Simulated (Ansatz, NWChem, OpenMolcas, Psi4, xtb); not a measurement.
# CH6Si (SMILES C[SiH3]): the electronic atomisation energy, rung by rung

CH6Si has 8 atoms, charge 0, and is taken as a singlet. As SMILES, `C[SiH3]`. The coordinates come from a PBE0-D4/def2-TZVP relaxation.

Each level gives the electronic atomisation energy (eV). The values are calculated. Electronic energies at fixed atoms, without zero-point motion or spin-orbit coupling.

```csv
level,kind,program,value (eV),less CCSD(T)/def2-TZVP
GFN0-xTB,semi-empirical,xtb,31.31,+5.04
HF/def2-TZVP,Hartree–Fock,NWChem,21.16,-5.11
revPBE/def2-TZVP,GGA,Ansatz,26.35,+0.08
r2SCAN/def2-TZVP,meta-GGA,NWChem,27.15,+0.88
BHLYP/def2-TZVP,global hybrid,OpenMolcas,26.84,+0.57
r2SCAN0/def2-TZVP,hybrid meta-GGA,Ansatz,27.03,+0.76
wB97X/def2-TZVP,range-separated hybrid,Psi4,27.24,+0.97
PBE-QIDH/def2-TZVP,double hybrid,Ansatz,26.80,+0.53
MP2/def2-TZVP,perturbation theory,NWChem,26.03,-0.24
CCSD(T)/def2-TZVP,coupled cluster or CI,NWChem,26.27,0.00
```

CCSD(T)/def2-TZVP is the highest level here, not the true value. The values span 21.16 to 31.31 eV. GFN0-xTB: no spin polarisation, so open shells miss the exchange term that lowers them.

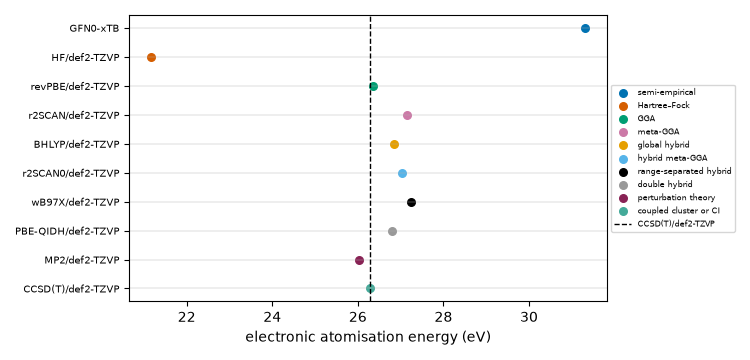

The values of the table, level by level.
